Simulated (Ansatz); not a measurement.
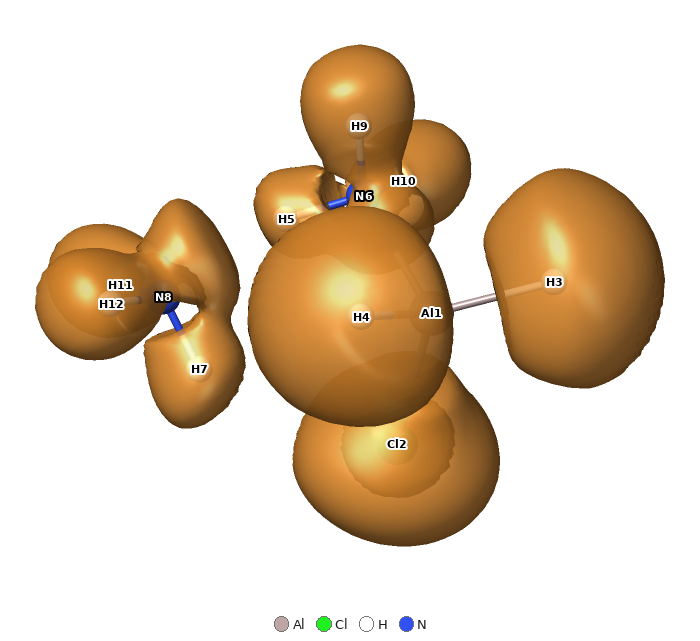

The picture shows: AlClH$_{5}$N···NH$_{3}$. Isosurface of the ELF at 0.75 (orange), seen at a tilt. Core shells and regions of very low density are left out.

Theory: Ansatz 0.2.0, RKS PBE0/def2-mTZVP.

```csv
atom,x (Å),y (Å),z (Å)
Al,-1.4419,-0.6643,-0.9343
Cl,0.1468,-0.2363,-2.3691
H,-2.1537,-2.0694,-1.1769
H,-2.2893,0.6279,-0.5351
H,0.3595,-0.1512,0.7850
N,-0.2980,-0.9589,0.6873
H,1.4221,1.2896,-0.5470
N,1.4244,1.3526,0.4698
H,-0.8326,-1.0383,1.5485
H,0.2667,-1.8007,0.6048
H,2.3949,1.4036,0.7631
H,1.0011,2.2455,0.7038
```

Identify the bonds, lone pairs and shells in this picture.

Answer. The ELF exceeds this value in two regions around hydrogen nuclei, one region on Cl in which the atom's valence shell and bonds are merged and two joined regions spread over several atoms (H, N), in which their bonds and any lone pairs are merged. Profiles from the grid: N8···H5 (1.87 Å): the ELF dips to about 0.15 between them (by its geometry a hydrogen bond between the two molecules, with no shared pair). Al–N (2.01 Å): the ELF peaks at about 0.95 in the valence shell of N, 0.7 Å from its nucleus, and is about 0.80 at the midpoint.
